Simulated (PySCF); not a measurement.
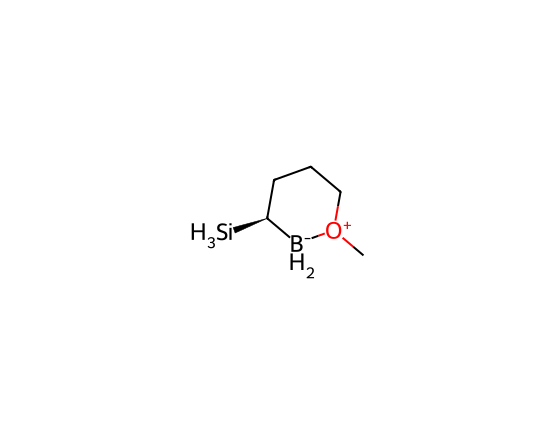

The computed structure is the end point of a GFN2-xTB optimisation. No frequency run is at hand to confirm it as a minimum. Properties computed with PBE0/pcSseg-1, gas phase (PySCF 2.14.0).

Give the dipole moment at this level.

Answer. 5.20 D.

Estimate the HOMO–LUMO gap.

Answer. 8.47 eV.

What is the HOMO energy (Kohn–Sham orbital)?

Answer. −7.47 eV.

The geometry is semi-empirical. Around B, Si such bond lengths and angles can be off by a tenth of an ångström or more and by several degrees, and values that hang on the shape move with them.
